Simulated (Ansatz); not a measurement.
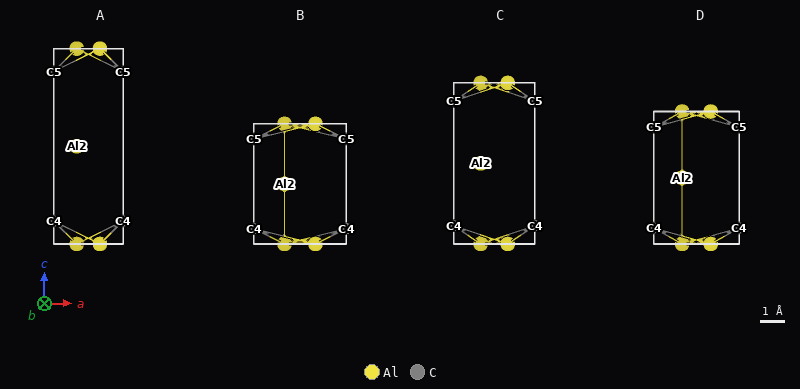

4 geometries from one relaxation of a crystal of Al3C2 (a generated structure, set up in P-6m2) (coarse preliminary run), in shuffled order. Style: ball-and-stick. Shown: the cell of the calculation, along the b axis.

All numbers below come from Ansatz 0.2.0, DFT PBE, scalar-relativistic, plane waves, PAW. Set-up: plane-wave cutoff 420 eV; k-point mesh 6 × 6 × 2; occupations gaussian; smearing width 0.1 eV; collinear spin; cell and atoms relaxed; force threshold 0.04 eV/Å; at most 70 steps.

> Order the frames from highest to lowest energy.

A, C, D, B. They are steps 0, 4, 7, 18, at +1118 meV per atom, +433 meV per atom, +152 meV per atom relative to the last. The energy falls by 1118 meV per atom in 15 accepted moves (18 points after the start). The largest force component goes from 0.038 to 0.02 eV/Å. The pressure goes from 18.90 to −0.01 GPa. The line search rejected the trial step at point 10 of the run. At 2 points the geometry stayed and the basis and grid were re-selected for the new cell (energy shift of 60.5 meV per atom at most each time). The largest moves relative to the cell, 0.055 Å, are those of C atoms. Al stays in place. The drawn cell changes as follows: a = b 3.437 → 4.588 Å (+33.5 %), c 8.358 → 5.140 Å (−38.5 %); the volume changes by +9.6 %. Among the contacts that change: Al–Al 4.179 → 2.570 Å, Al–Al 1.985 → 2.649 Å, C–C 1.960 → 1.315 Å, Al–C 2.213 → 2.730 Å. New bonds form: Al–Al (4.18 → 2.57 Å), C–C (1.96 → 1.32 Å). The space group stays P-6m2 (No. 187). The program noted that the starting moments weren't kept. The run may lie on a higher electronic state than the lowest, so the end point isn't shown to be the ground-state structure.

Limits of the set-up: the k-point mesh is coarse for a cell with partly filled bands.
